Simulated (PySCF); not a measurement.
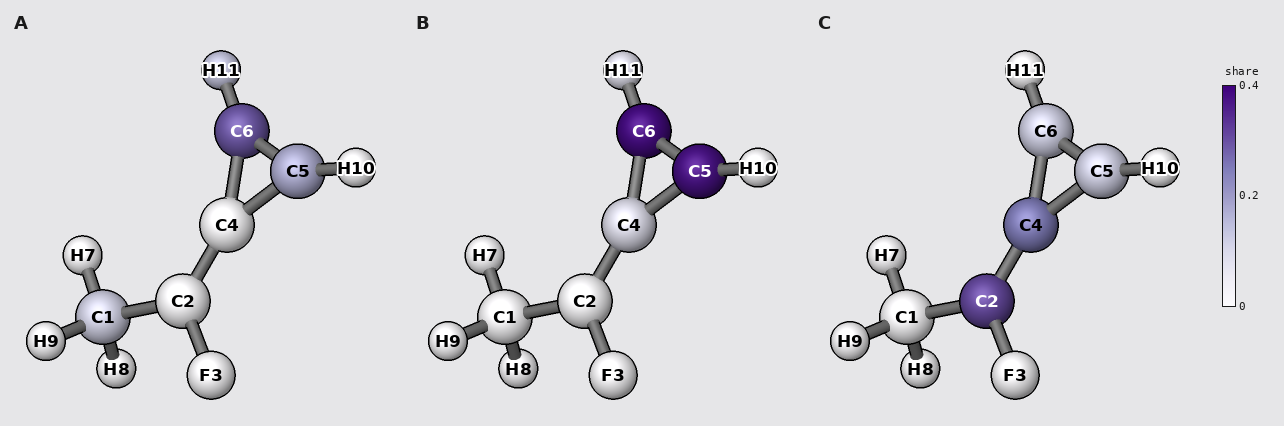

Each panel colours the atoms by their Löwdin share in one orbital (up to four of the largest shares; other atoms are shown as zero). The computed structure is the end point of a PBE0-D3(BJ)/def2-SVP optimisation. No frequency run is at hand to confirm it as a minimum. Method: CAM-B3LYP/def2-SVPD (PySCF 2.14.0).

The panels show the HOMO, LUMO, LUMO+1, in some order. Which is which?

Answer. A: LUMO+1, 1.41 eV; C6 0.29, C5 0.17, H11 0.13, C1 0.11
B: LUMO, 0.44 eV; C6 0.39, C5 0.38, C4 0.08, H11 0.08
C: HOMO, −6.96 eV; C2 0.31, C4 0.25, C6 0.11, C5 0.11
